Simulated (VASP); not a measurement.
# MnPt with LDA: from relaxation to properties, part 2 of 7

Aim: relax MnPt, then compute properties on the relaxed cell. The start is a cell from a database of measured crystal structures.

VASP 6.6.1, plane waves and PAW; the level of theory is named at each step.

So far. Step 2 (Magnetic order: ferromagnetic): The run ends ferromagnetic with a largest moment of 3.53 μB, and the mesh shows no gap. Step 3 (Magnetic order: antiferromagnetic, q = (0, 0, 1/2)): The energy lies -36.5 meV an atom from the first pattern. The run ends antiferromagnetic with a largest moment of 3.49 μB, and the mesh shows no gap.

### Step 4. Magnetic order: antiferromagnetic, q = (1/2, 1/2, 1/2)

Level of this step: LDA, spin-polarised from an antiferromagnetic start; plane waves and PAW (Mn_pv, Pt) (VASP).

Next, a pattern with opposite moments, which needs a doubled cell; q is given in the reciprocal vectors of the primitive cell.

Contents of INCAR:

```
SYSTEM = MnPt
PREC = Accurate
ENCUT = 400
EDIFF = 1E-06
NELM = 100
ISMEAR = 1
SIGMA = 0.2
LREAL = .FALSE.
ALGO = Normal
GGA = CA
NBANDS = 31
ISPIN = 2
MAGMOM = 4 -4 0 0
LASPH = .TRUE.
LMAXMIX = 4
LORBIT = 11
LWAVE = .FALSE.
LCHARG = .FALSE.
KPAR = 4
ISIF = 2
```

Contents of POSCAR:

```
MnPt
1.0
    5.6600000000      0.0000000000      0.0000000000
    2.8300000000      2.8300000000      0.0000000000
    2.8300000000      0.0000000000      3.6600000000
Mn Pt
2 2
Direct
    0.0000000000      0.0000000000      0.0000000000
    0.5000000000      0.0000000000      0.0000000000
    0.7500000000      0.5000000000      0.5000000000
    0.2500000000      0.5000000000      0.5000000000
```

Contents of KPOINTS:

```
Automatic mesh
0
Gamma
8 8 8
0 0 0
```

PAW data sets: Mn_pv and Pt (LDA family, release 64).

The run is started by

```console
mpirun -np 4 vasp_std
```

The log of the run:

```text
[... set-up lines as in an earlier step ...]
 entering main loop
       N       E                     dE             d eps       ncg     rms          rms(c)
DAV:   1     0.414735825499E+03    0.41474E+03   -0.21679E+04  7764   0.145E+03
DAV:   2    -0.157389121600E+02   -0.43047E+03   -0.40295E+03  7722   0.421E+02
DAV:   3    -0.385192619628E+02   -0.22780E+02   -0.21623E+02  8296   0.107E+02
DAV:   4    -0.389349507928E+02   -0.41569E+00   -0.41424E+00  7995   0.142E+01
DAV:   5    -0.389422637970E+02   -0.73130E-02   -0.73123E-02  8354   0.203E+00    0.221E+01
DAV:   6    -0.389316682533E+02    0.10596E-01   -0.31289E+01  7547   0.563E+01    0.237E+01
DAV:   7    -0.360803074472E+02    0.28514E+01   -0.20222E+01  8571   0.552E+01    0.100E+01
DAV:   8    -0.357681444646E+02    0.31216E+00   -0.16151E+00  7806   0.118E+01    0.455E+00
DAV:   9    -0.357609931556E+02    0.71513E-02   -0.28041E-01  8398   0.452E+00    0.250E+00
DAV:  10    -0.357615738961E+02   -0.58074E-03   -0.42589E-02  7925   0.169E+00    0.131E+00
DAV:  11    -0.357638797096E+02   -0.23058E-02   -0.83929E-03  7929   0.926E-01    0.250E-01
DAV:  12    -0.357641073804E+02   -0.22767E-03   -0.70957E-04  7911   0.233E-01    0.129E-01
DAV:  13    -0.357640974046E+02    0.99757E-05   -0.25791E-04  7797   0.175E-01    0.434E-02
DAV:  14    -0.357641011887E+02   -0.37840E-05   -0.32251E-05  8265   0.417E-02    0.167E-02
DAV:  15    -0.357641010499E+02    0.13876E-06   -0.24267E-06  4823   0.149E-02
   1 F= -.35764101E+02 E0= -.35766811E+02  d E =0.812859E-02  mag=    -0.0000
```

Elapsed: 26 s, on 4 MPI ranks of Intel Xeon 6975P-C (Granite Rapids), shared host; peak memory 0.92 GiB; 79 s of CPU time.

OUTCAR, selected parts (step 4):

```text
  LATTYP: Found a body centered tetragonal cell.
 ALAT       =     4.0022243815
 C/A-ratio  =     1.8289829111

The static configuration has the point symmetry D_4h.

 Found     59 irreducible k-points:

   k-points           NKPTS =     59   k-points in BZ     NKDIM =     59   number of bands    NBANDS=     31

   dimension x,y,z NGX =    40 NGY =   28 NGZ =   30
   dimension x,y,z NGXF=    80 NGYF=   56 NGZF=   60

   ENCUT  =  400.0 eV  29.40 Ry    5.42 a.u.   9.23  6.53  7.54*2*pi/ulx,y,z

   NELECT =      46.0000    total number of electrons

 E-fermi :   9.2524

 spin component 1
 k-point     1 :       0.0000    0.0000    0.0000
  band No.  band energies     occupation
    ...
     17       7.4591      1.00000
     18       7.4591      1.00000
     19       7.7380      1.00000
     20       8.1194      1.00000
     21       8.1376      1.00000
     22       9.5782     -0.02171
     23      10.3578     -0.00000
     24      10.7249     -0.00000
     25      10.7249     -0.00000
     26      10.7866     -0.00000
    ...

 k-point     2 :       0.1250    0.0000    0.0000
  band No.  band energies     occupation
    ...
     17       7.3286      1.00000
     18       7.5102      1.00000
     19       7.7843      1.00000
     20       8.0705      1.00000
     21       8.1525      1.00000
     22       9.3379      0.17227
     23       9.9911     -0.00000
     24      10.2925     -0.00000
     25      10.7615     -0.00000
     26      10.7806     -0.00000
    ...

 k-point     3 :       0.2500    0.0000    0.0000
  band No.  band energies     occupation
    ...
     19       7.6349      1.00000
     20       8.0153      1.00000
     21       8.1314      1.00000
     22       8.9476      1.02657
     23       9.0015      1.03533
     24      10.0841     -0.00000
     25      10.5430     -0.00000
     26      10.7570     -0.00000
     27      10.9683     -0.00000
     28      12.7987     -0.00000
    ...

 k-point     4 :       0.3750    0.0000    0.0000
  band No.  band energies     occupation
    ...
     19       7.7237      1.00000
     20       7.9133      1.00000
     21       7.9707      1.00000
     22       8.7935      1.00276
     23       8.8272      1.00521
     24       9.8454     -0.00011
     25      10.2352     -0.00000
     26      10.6843     -0.00000
     27      11.0346     -0.00000
     28      11.7036     -0.00000
    ...

  Total       -6.4504622     -6.4504622     -4.9456891      0.0000000      0.0000000      0.0000000
  in kB     -176.2858532   -176.2858532   -135.1616362      0.0000000      0.0000000      0.0000000
  external PRESSURE =    -162.5777809 kB  Pullay stress =       0.0000000 kB

  energy-cutoff  :      400.00
  volume of cell :       58.63
      direct lattice vectors                 reciprocal lattice vectors
     5.660000000  0.000000000  0.000000000     0.176678445 -0.176678445 -0.136612022
     2.830000000  2.830000000  0.000000000     0.000000000  0.353356890  0.000000000
     2.830000000  0.000000000  3.660000000     0.000000000  0.000000000  0.273224044

 POSITION                                       TOTAL-FORCE (eV/Angst)
 -----------------------------------------------------------------------------------
      0.00000      0.00000      0.00000         0.000000     -0.000000     -0.000000
      2.83000      0.00000      0.00000         0.000000     -0.000000     -0.000000
      7.07500      1.41500      1.83000        -0.000000      0.000000      0.000000
      4.24500      1.41500      1.83000        -0.000000     -0.000000     -0.000000
 -----------------------------------------------------------------------------------
    total drift:                                0.000000     -0.000000     -0.000000

  FREE ENERGIE OF THE ION-ELECTRON SYSTEM (eV)
  ---------------------------------------------------
  free  energy   TOTEN  =       -35.7641010499 eV

  energy  without entropy=      -35.7722296357  energy(sigma->0) =      -35.76681058

 total charge
# of ion       s       p       d       tot
------------------------------------------
    1        0.316   6.256   4.980  11.553
    2        0.316   6.256   4.980  11.553
    3        0.706   0.604   8.034   9.344
    4        0.706   0.604   8.034   9.344
--------------------------------------------------
tot          2.045  13.721  26.028  41.794

 magnetization (x)
# of ion       s       p       d       tot
------------------------------------------
    1        0.029   0.018   3.396   3.442
    2       -0.029  -0.018  -3.396  -3.442
    3        0.000   0.000   0.000   0.000
    4        0.000   0.000   0.000   0.000
--------------------------------------------------
tot          0.000   0.000   0.000   0.000

[... 1 part as in an earlier step ...]

[... 6 further parts left out ...]
```

At this level the cell is under a tension of 16.3 GPa, so at these settings it is away from equilibrium.

Numbers from this step:

```yaml
irreducible_k_points: 59
free_energy_toten: -35.76 eV
energy_at_zero_smearing: -35.77 eV
fermi_energy: 9.252 eV
pressure: -16.26 GPa
```

Spin moment in the PAW sphere by atom:

```
atom  spin moment in the PAW sphere (μB)
 Mn1                                3.44
 Mn2                               -3.44
 Pt3                                0.00
 Pt4                                0.00
```

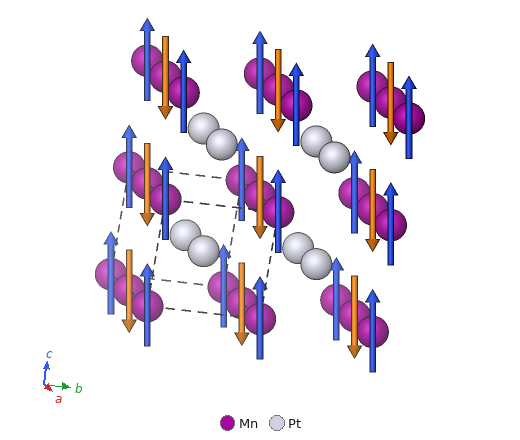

Spin moment in the PAW sphere as arrows, the longest 3.44 μB. Up and down stand for the sign. Arrows give size and sign along the axis of quantisation, drawn up and down the page. The two directions have two colours. 1×2×2 cells are drawn. Some periodic images of atoms are drawn too.

The energy lies -141.9 meV an atom from the first pattern. The run ends antiferromagnetic with a largest moment of 3.44 μB, and the mesh shows no gap.

### Step 5. Magnetic order: antiferromagnetic, q = (1/2, 1/2, 0)

Next, a pattern with opposite moments, which needs a doubled cell; q is given in the reciprocal vectors of the primitive cell.

INCAR is that of step 4.

Contents of POSCAR:

```
MnPt
1.0
    5.6600000000      0.0000000000      0.0000000000
    2.8300000000      2.8300000000      0.0000000000
    0.0000000000      0.0000000000      3.6600000000
Mn Pt
2 2
Direct
    0.0000000000      0.0000000000      0.0000000000
    0.5000000000      0.0000000000      0.0000000000
    0.0000000000      0.5000000000      0.5000000000
    0.5000000000      0.5000000000      0.5000000000
```

Contents of KPOINTS:

```
Automatic mesh
0
Gamma
8 8 6
0 0 0
```

The run is started by

```console
mpirun -np 4 vasp_std
```

The log of the run:

```text
[... set-up lines as in an earlier step ...]
 entering main loop
       N       E                     dE             d eps       ncg     rms          rms(c)
DAV:   1     0.408469421330E+03    0.40847E+03   -0.21629E+04  7992   0.144E+03
DAV:   2    -0.162324310231E+02   -0.42470E+03   -0.39688E+03  7902   0.417E+02
DAV:   3    -0.389049671741E+02   -0.22673E+02   -0.21391E+02  8335   0.106E+02
DAV:   4    -0.393135508746E+02   -0.40858E+00   -0.40738E+00  8231   0.141E+01
DAV:   5    -0.393207385876E+02   -0.71877E-02   -0.71852E-02  8438   0.201E+00    0.223E+01
DAV:   6    -0.396976125669E+02   -0.37687E+00   -0.31022E+01  7931   0.597E+01    0.276E+01
DAV:   7    -0.361997286553E+02    0.34979E+01   -0.22984E+01  8739   0.586E+01    0.109E+01
DAV:   8    -0.359461510772E+02    0.25358E+00   -0.15206E+00  7969   0.121E+01    0.530E+00
DAV:   9    -0.359159669591E+02    0.30184E-01   -0.26942E-01  8330   0.478E+00    0.281E+00
DAV:  10    -0.359011436342E+02    0.14823E-01   -0.72416E-02  8720   0.268E+00    0.137E+00
DAV:  11    -0.359051524227E+02   -0.40088E-02   -0.10332E-02  8098   0.845E-01    0.448E-01
DAV:  12    -0.359055833752E+02   -0.43095E-03   -0.21023E-03  8414   0.596E-01    0.159E-01
DAV:  13    -0.359055842031E+02   -0.82791E-06   -0.29708E-04  8096   0.193E-01    0.564E-02
DAV:  14    -0.359055881162E+02   -0.39131E-05   -0.67034E-05  8502   0.658E-02    0.174E-02
DAV:  15    -0.359055875620E+02    0.55416E-06   -0.49576E-06  7498   0.177E-02
   1 F= -.35905588E+02 E0= -.35910143E+02  d E =0.136651E-01  mag=    -0.0000
```

Wall time 21 s (4 MPI ranks); peak memory 0.92 GiB.

From OUTCAR (step 5):

```text
   k-points           NKPTS =     60   k-points in BZ     NKDIM =     60   number of bands    NBANDS=     31

   ENCUT  =  400.0 eV  29.40 Ry    5.42 a.u.   9.23  6.53  5.97*2*pi/ulx,y,z

   NELECT =      46.0000    total number of electrons

 E-fermi :   9.8155

 spin component 1
 k-point     1 :       0.0000    0.0000    0.0000
  band No.  band energies     occupation
    ...
     18       8.3374      1.00000
     19       9.0231      1.00000
     20       9.3817      1.00447
     21       9.3817      1.00447
     22       9.6495      0.99727
     23      10.7146     -0.00000
     24      10.7146     -0.00000
     25      10.8626     -0.00000
     26      10.8987     -0.00000
     27      11.0953     -0.00000
    ...

 k-point     2 :       0.1250    0.0000    0.0000
  band No.  band energies     occupation
    ...
     18       8.3083      1.00000
     19       8.8483      1.00000
     20       8.8682      1.00000
     21       8.9784      1.00000
     22       9.3813      1.00443
     23       9.8339      0.42253
     24      10.5135     -0.00000
     25      10.9162     -0.00000
     26      11.0327     -0.00000
     27      11.2146     -0.00000
    ...

  Total       -6.2439432     -6.2439432     -4.8589013      0.0000000     -0.0000000      0.0000000
  in kB     -170.6418590   -170.6418590   -132.7897970      0.0000000     -0.0000000      0.0000000
  external PRESSURE =    -158.0245050 kB  Pullay stress =       0.0000000 kB

 POSITION                                       TOTAL-FORCE (eV/Angst)
 -----------------------------------------------------------------------------------
      0.00000      0.00000      0.00000         0.000000      0.000000      0.000000
      2.83000      0.00000      0.00000         0.000000      0.000000     -0.000000
      1.41500      1.41500      1.83000        -0.000000     -0.000000      0.000000
      4.24500      1.41500      1.83000         0.000000      0.000000      0.000000
 -----------------------------------------------------------------------------------
    total drift:                                0.000000      0.000000     -0.000000

  FREE ENERGIE OF THE ION-ELECTRON SYSTEM (eV)
  ---------------------------------------------------
  free  energy   TOTEN  =       -35.9055875620 eV

  energy  without entropy=      -35.9192526722  energy(sigma->0) =      -35.91014260

 magnetization (x)
# of ion       s       p       d       tot
------------------------------------------
    1        0.023   0.044   3.457   3.524
    2       -0.023  -0.044  -3.457  -3.524
    3        0.000   0.000   0.000   0.000
    4        0.000   0.000   0.000   0.000
--------------------------------------------------
tot          0.000   0.000  -0.000  -0.000

[... 1 part as in an earlier step ...]

[... 14 further parts left out ...]
```

At this level the cell is under a tension of 15.8 GPa, so at these settings it is away from equilibrium.

Numbers from this step:

```yaml
irreducible_k_points: 60
free_energy_toten: -35.91 eV
energy_at_zero_smearing: -35.91 eV
fermi_energy: 9.816 eV
pressure: -15.80 GPa
```

Spin moment in the PAW sphere by atom:

```
atom  spin moment in the PAW sphere (μB)
 Mn1                                3.52
 Mn2                               -3.52
 Pt3                                0.00
 Pt4                                0.00
```

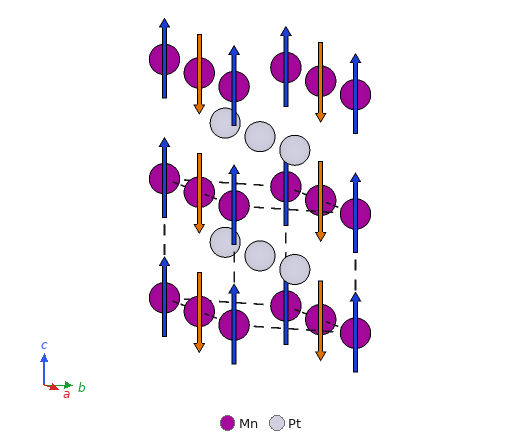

Spin moment in the PAW sphere as arrows, the longest 3.52 μB. Up and down stand for the sign. Arrows give size and sign along the axis of quantisation, drawn up and down the page. The two directions have two colours. 1×1×2 cells are drawn. Some periodic images of atoms are drawn too.

The energy lies -177.7 meV an atom from the first pattern. The run ends antiferromagnetic with a largest moment of 3.52 μB, and the mesh shows no gap.

### Step 6. The orders side by side

This step: collinear orders at LDA; plane waves and PAW (VASP 6.6.1).

Derived from the runs above.

Patterns, by row:

```
                                 start  atoms  energy less that of the first (meV/atom)  largest site moment (μB)          end state
                         ferromagnetic      2                                         0                      3.53      ferromagnetic
    antiferromagnetic, q = (0, 0, 1/2)      4                                     -36.5                      3.49  antiferromagnetic
antiferromagnetic, q = (1/2, 1/2, 1/2)      4                                    -141.9                      3.44  antiferromagnetic
  antiferromagnetic, q = (1/2, 1/2, 0)      4                                    -177.7                      3.52  antiferromagnetic
```

The session goes on in the lowest magnetic state found: antiferromagnetic, q = (1/2, 1/2, 0). The next one lies 35.8 meV an atom higher.

(Continued in part 3 of 7.)

[Lines on the potential files, build, host, timing and source positions are cut from VASP's logs without a mark.]

[Logs are printed without paths, hosts, clocks, repeated set-up lines and the standing remarks that a program may print on its own settings, such as how far it seeks lower states.]

[Hosts, paths, dates, database ids (printed as entryN), source tags and the programs' standing remarks are cut or masked in the printed files.]

[A measured line is paired with the nearest computed mode of its activity, which favours agreement.]
